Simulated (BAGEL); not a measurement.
**GeH3S (SMILES [SH][GeH2]): levels of theory compared**

Aim: a comparison of 4 runs (ROHF/6-31G*, UHF/6-31G*, ROHF/def2-TZVP, UHF/def2-TZVP) of GeH3S. 

The calculation is run with BAGEL 1.2.2.

2 further runs of the same task are left out: 2 set aside as unsound or not needed. Runs told in other sessions of the task aren't counted.

## (1) The molecule

GeH3S: 5 atoms, total charge 0, spin state doublet. SMILES: `[SH][GeH2]`. The Ge2–H4 distance was set to 2.325 Å, away from the relaxed value. At this shape a bond of the SMILES string is far longer than usual.

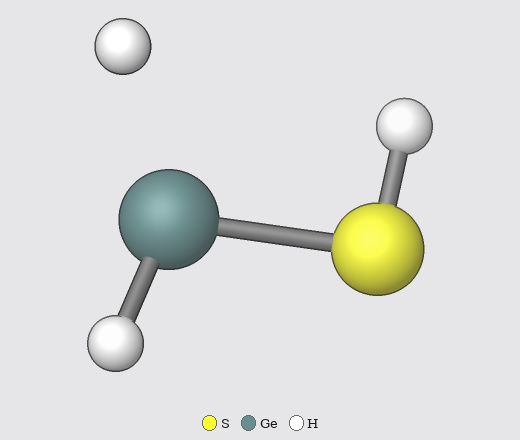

Viewed from a chosen angle; sulfur yellow, germanium teal, hydrogen white.

## (2) The energy at ROHF/6-31G(d) (density fitting with qzvpp-jkfit, spherical functions) (run 1)

input.json

```json
{ "bagel": [

{
  "title": "molecule",
  "basis": "6-31gs.json",
  "df_basis": "qzvpp-jkfit",
  "angstrom": true,
  "geometry": [
    { "atom": "S", "xyz": [    1.625895,   -0.473353,    1.163945 ] },
    { "atom": "Ge", "xyz": [    0.097795,    1.009147,    0.534545 ] },
    { "atom": "H", "xyz": [    0.733495,   -1.449053,    1.399045 ] },
    { "atom": "H", "xyz": [   -1.364100,    0.019600,   -0.978800 ] },
    { "atom": "H", "xyz": [    0.905895,    2.139247,   -0.142455 ] }
  ]
},
{
  "title": "rohf",
  "charge": 0,
  "nopen": 1
},
{
  "title": "print",
  "file": "orbitals.molden",
  "orbitals": true
}

]}
```

The basis set 6-31G* is read from a file made from the Basis Set Exchange's data (not shown).

The run is started by

```bash
$ BAGEL_NUM_THREADS=1 BAGEL input.json > input.out
```

Log:

```text
* using 1 threads per process

  ===============================================================
  ===============================================================

  *** Geometry ***

  { "atom" : "S", "xyz" : [      3.072496,     -0.894508,      2.199537 ] },
  { "atom" : "Ge", "xyz" : [      0.184806,      1.907011,      1.010144 ] },
  { "atom" : "H", "xyz" : [      1.386105,     -2.738313,      2.643812 ] },
  { "atom" : "H", "xyz" : [     -2.577775,      0.037039,     -1.849664 ] },
  { "atom" : "H", "xyz" : [      1.711893,      4.042591,     -0.269201 ] },

  Number of auxiliary basis functions:      448

  Since a DF basis is specified, we compute 2- and 3-index integrals:
    o Being stored without compression. Storage requirement is 0.011 GB

  Number of basis functions:       56
  Number of electrons      :       51

    * METHOD: MOLECULE                             0.20

  *** Open-shell HF ***

  === Nuclear Repulsion ===
   158.4409505006

      * DIIS with orbital gradients will be used.

  === ROHF iteration (6-31gs.json) ===
      0      -2474.20075272          0.01494460           0.10
      1      -2474.23117991          0.00572547           0.10
      2      -2474.23579708          0.00295235           0.09
      3      -2474.23698770          0.00118814           0.09
      4      -2474.23754559          0.00056078           0.09
      5      -2474.23780926          0.00041070           0.09
      6      -2474.23799949          0.00030606           0.09
      7      -2474.23815096          0.00019418           0.09
      8      -2474.23821839          0.00005240           0.10
      9      -2474.23834286          0.00002509           0.09
     10      -2474.23835844          0.00001263           0.09
     11      -2474.23835303          0.00000632           0.10
     12      -2474.23834977          0.00000255           0.10
     13      -2474.23835033          0.00000102           0.10
     14      -2474.23835230          0.00000058           0.10
     15      -2474.23835222          0.00000020           0.09
     16      -2474.23835204          0.00000009           0.09
     17      -2474.23835200          0.00000002           0.09
     18      -2474.23835204          0.00000001           0.09
     19      -2474.23835204          0.00000001           0.09
    * SCF iteration converged.

    * S^2 (ROHF) is 0.7500

    * Permanent dipole moment:
           (    0.093978,    -0.324196,    -0.395583) a.u.

    * METHOD: ROHF                                 2.09

    * METHOD: PRINT                                0.01

  ===============================================================
```

It took 2.4 s on 1 thread of Arm Neoverse V1, shared host.

## (3) A single-point energy at UHF/6-31G(d) (density fitting with qzvpp-jkfit, spherical functions) (run 2)

job.json

```json
{ "bagel" : [

{
  "title" : "molecule",
  "basis" : "6-31gs.json",
  "df_basis" : "qzvpp-jkfit",
  "angstrom" : true,
  "geometry" : [
    { "atom" : "S", "xyz" : [    1.625895,   -0.473353,    1.163945 ] },
    { "atom" : "Ge", "xyz" : [    0.097795,    1.009147,    0.534545 ] },
    { "atom" : "H", "xyz" : [    0.733495,   -1.449053,    1.399045 ] },
    { "atom" : "H", "xyz" : [   -1.364100,    0.019600,   -0.978800 ] },
    { "atom" : "H", "xyz" : [    0.905895,    2.139247,   -0.142455 ] }
  ]
},
{ "title" : "uhf", "nopen" : 1 },
{ "title" : "print", "file" : "orbitals.molden", "orbitals" : true }

]}
```

The basis set 6-31G* is read from a file made from the Basis Set Exchange's data (not shown).

The run is started by

```bash
$ BAGEL_NUM_THREADS=1 BAGEL job.json > job.out
```

Log:

```text
* using 1 threads per process

  ===============================================================
  ===============================================================

  *** Geometry ***

  { "atom" : "S", "xyz" : [      3.072496,     -0.894508,      2.199537 ] },
  { "atom" : "Ge", "xyz" : [      0.184806,      1.907011,      1.010144 ] },
  { "atom" : "H", "xyz" : [      1.386105,     -2.738313,      2.643812 ] },
  { "atom" : "H", "xyz" : [     -2.577775,      0.037039,     -1.849664 ] },
  { "atom" : "H", "xyz" : [      1.711893,      4.042591,     -0.269201 ] },

  Number of auxiliary basis functions:      448

  Since a DF basis is specified, we compute 2- and 3-index integrals:
    o Being stored without compression. Storage requirement is 0.011 GB

  Number of basis functions:       56
  Number of electrons      :       51

    * METHOD: MOLECULE                             0.20

  *** Open-shell HF ***

  === Nuclear Repulsion ===
   158.4409505006

      * DIIS with orbital gradients will be used.

  === UHF iteration (6-31gs.json) ===
      0      -2474.20075272          0.01494460           0.10
      1      -2474.23750719          0.00561702           0.09
      2      -2474.24519918          0.00279132           0.09
      3      -2474.24798120          0.00122664           0.09
      4      -2474.25085332          0.00076130           0.09
      5      -2474.25247249          0.00070483           0.09
      6      -2474.25456335          0.00058295           0.09
      7      -2474.25609474          0.00018799           0.09
      8      -2474.25619295          0.00015733           0.09
      9      -2474.25623051          0.00004904           0.09
     10      -2474.25624260          0.00002645           0.09
     11      -2474.25624348          0.00000910           0.09
     12      -2474.25624358          0.00000250           0.09
     13      -2474.25624359          0.00000101           0.09
     14      -2474.25624360          0.00000048           0.09
     15      -2474.25624360          0.00000022           0.09
     16      -2474.25624360          0.00000011           0.09
     17      -2474.25624360          0.00000006           0.10
     18      -2474.25624360          0.00000004           0.09
     19      -2474.25624360          0.00000002           0.09
     20      -2474.25624360          0.00000001           0.10
     21      -2474.25624360          0.00000001           0.09
    * SCF iteration converged.

    * S^2 (UHF) is 0.9805

    * Permanent dipole moment:
           (    0.302992,    -0.203263,    -0.080056) a.u.

    * METHOD: UHF                                  2.25

    * METHOD: PRINT                                0.01

  ===============================================================
```

Wall time 2.6 s (1 thread of Arm Neoverse V1, shared host).

Run 3 isn't shown in full; the table further down has it.

## (4) A single-point energy at UHF/def2-TZVP (density fitting with qzvpp-jkfit) (run 4)

Changes to input.json since step 2:

```diff
@@ -4,3 +4,3 @@
   "title": "molecule",
-  "basis": "6-31gs.json",
+  "basis": "def2-tzvp.json",
   "df_basis": "qzvpp-jkfit",
@@ -16,4 +16,3 @@
 {
-  "title": "rohf",
-  "charge": 0,
+  "title": "uhf",
   "nopen": 1
```

The basis set def2-TZVP is read from a file made from the Basis Set Exchange's data (not shown).

The run is started by

```bash
$ BAGEL_NUM_THREADS=1 BAGEL input.json > input.out
```

Log:

```text
* using 1 threads per process

  ===============================================================
  ===============================================================

  *** Geometry ***

  { "atom" : "S", "xyz" : [      3.072496,     -0.894508,      2.199537 ] },
  { "atom" : "Ge", "xyz" : [      0.184806,      1.907011,      1.010144 ] },
  { "atom" : "H", "xyz" : [      1.386105,     -2.738313,      2.643812 ] },
  { "atom" : "H", "xyz" : [     -2.577775,      0.037039,     -1.849664 ] },
  { "atom" : "H", "xyz" : [      1.711893,      4.042591,     -0.269201 ] },

  Number of auxiliary basis functions:      448

  Since a DF basis is specified, we compute 2- and 3-index integrals:
    o Being stored without compression. Storage requirement is 0.038 GB

  Number of basis functions:      103
  Number of electrons      :       51

    * METHOD: MOLECULE                             0.25

  *** Open-shell HF ***

  === Nuclear Repulsion ===
   158.4409505006

      * DIIS with orbital gradients will be used.

  === UHF iteration (def2-tzvp.json) ===
      0      -2474.51236753          0.01551906           0.20
      1      -2474.56308114          0.00718856           0.19
      2      -2474.57445218          0.00359697           0.20
      3      -2474.57818212          0.00109509           0.20
      4      -2474.58104980          0.00062114           0.20
      5      -2474.58257214          0.00048470           0.19
      6      -2474.58426321          0.00043360           0.19
      7      -2474.58647950          0.00021919           0.20
      8      -2474.58664756          0.00008880           0.20
      9      -2474.58666860          0.00004920           0.20
     10      -2474.58667301          0.00002558           0.20
     11      -2474.58667906          0.00001231           0.20
     12      -2474.58667937          0.00000491           0.20
     13      -2474.58667942          0.00000273           0.20
     14      -2474.58667944          0.00000080           0.20
     15      -2474.58667944          0.00000040           0.20
     16      -2474.58667944          0.00000020           0.20
     17      -2474.58667944          0.00000010           0.20
     18      -2474.58667944          0.00000004           0.20
     19      -2474.58667944          0.00000002           0.19
     20      -2474.58667944          0.00000001           0.19
     21      -2474.58667944          0.00000000           0.19
    * SCF iteration converged.

    * S^2 (UHF) is 0.9842

    * Permanent dipole moment:
           (    0.209361,    -0.142188,    -0.139758) a.u.

    * METHOD: UHF                                  4.65

    * METHOD: PRINT                                0.03

  ===============================================================
```

Run time: 5.1 s. Hardware: 1 thread of Arm Neoverse V1, shared host; peak memory 0.13 GiB.

## (5) The series

```csv
run,level,energy (Eh),dipole moment (D),⟨S²⟩,wall time
1,"ROHF/6-31G* (density fitting with qzvpp-jkfit, spherical functions)",-2474.238352,1.32,0.750,2.4 s
2,"UHF/6-31G* (density fitting with qzvpp-jkfit, spherical functions)",-2474.256244,0.95,0.981,2.6 s
3,ROHF/def2-TZVP (density fitting with qzvpp-jkfit),-2474.569367,1.33,0.750,4.8 s
4,UHF/def2-TZVP (density fitting with qzvpp-jkfit),-2474.586679,0.73,0.984,5.1 s
```

## (6) Summary of results

| quantity | value |
| --- | --- |
| run 4: total energy | -2474.58668 Eh |
| run 4: dipole moment | 0.73 D |
| run 4: ⟨S²⟩ | 0.984 |

**Reading.** The dipole moment (its size) runs from 0.73 D (UHF/def2-TZVP) to 1.33 D (ROHF/def2-TZVP). Spin contamination of the reference: run 4 ⟨S²⟩ = 0.98, run 2 ⟨S²⟩ = 0.98. All runs together took 15 s, the longest 5.1 s.
